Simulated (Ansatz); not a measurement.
**BrGaH$_{6}$Si: density, localisation and related maps**

```xyz
9

Ga   -0.2140   -1.3351   -0.0841
Br   -2.5184    0.2670    0.4541
H    -0.7064   -1.8269   -1.4950
H    -0.4716   -2.2449    1.1722
H    -2.0029    1.4034   -0.2348
Si    1.2413    0.5877    0.0407
H     0.6054    1.7425   -0.6702
H     1.5066    1.0462    1.4336
H     2.5600    0.3602   -0.6166
```

The product side of a reaction path; geometry: PBE0-D4/def2-TZVP; a saddle point, not a minimum.

These are results of RKS PBE0-D4/def2-TZVPP (Ansatz), not measurements.

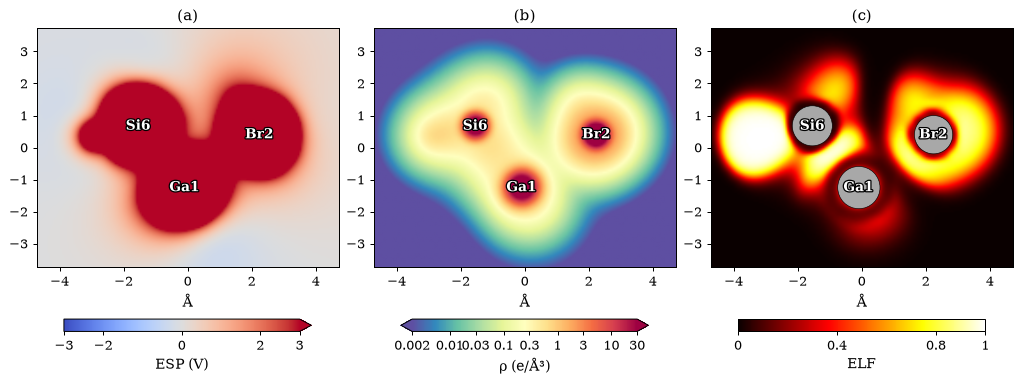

Figure 1. (a) electrostatic potential; (b) electron density; (c) electron localisation function on the plane of atoms Br2, Ga1 and Si6. Grey discs cover the atomic cores in the ELF map.

Interpret the plot.

Answer. The section cuts through Ga, Br and Si sites. Ga–Si (2.41 Å): the density is about 0.54 e/Å³ at the midpoint; the ELF peaks at about 0.95 between the atoms (localised, covalent bonding). Ga–Br (2.86 Å): the density is about 0.22 e/Å³ at the midpoint, with its minimum of 0.18 e/Å³ about 1.2 Å from Ga; the ELF peaks at about 0.85 in the valence shell of Br, 1.0 Å from its nucleus, and is about 0.40 at the midpoint. The ELF also peaks beside Br2, away from the bonds: lone-pair regions. Outside the dense part of the molecule the potential is most negative (−0.3 V) near H4, which lies off the plane.

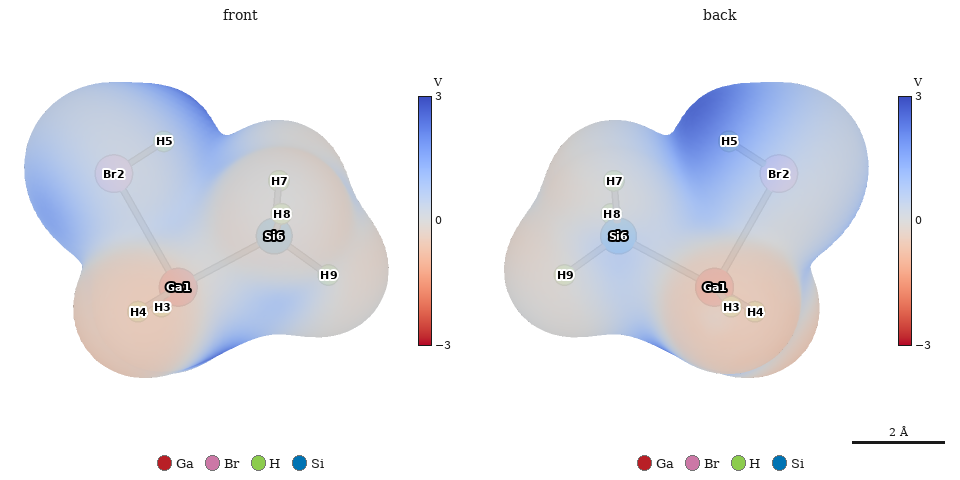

Figure 2. The electrostatic potential painted on the density surface at 0.002 e/bohr³, seen from the front and from behind; the colour scale runs from red (negative) to blue (positive).

Describe the electrostatic potential map.

Answer. The most negative region (about −0.5 V) lies over H3 and H4, the most positive (about +2.5 V) over H5.

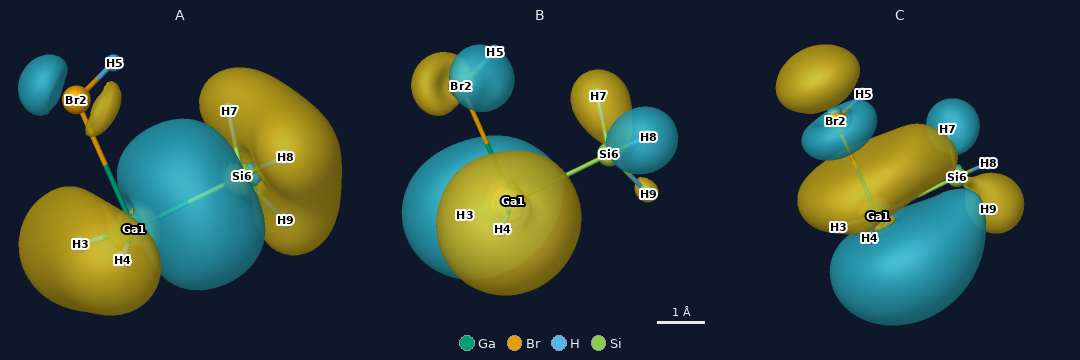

Figure 3. Three frontier orbitals at ±0.06 Å⁻³ᐟ² (yellow and cyan are the two phases), in no order.

Which picture is the HOMO−1, the HOMO and the LUMO?

Answer. B is the HOMO−1 (−8.22 eV). Its weight (Hirshfeld) is mainly on Ga1 (about 35 %), H4 (about 30 %) and H3 (about 25 %). A is the HOMO (−7.36 eV). By Hirshfeld shares it lies mainly on Si6 (about 40 %), Ga1 (about 30 %) and H3 (about 10 %). C is the LUMO (−1.14 eV). Its weight (Hirshfeld) is mainly on Ga1 (about 55 %), Br2 (about 15 %) and Si6 (about 15 %).

What is the HOMO–LUMO gap?

Answer. 6.22 eV between the orbital energies.
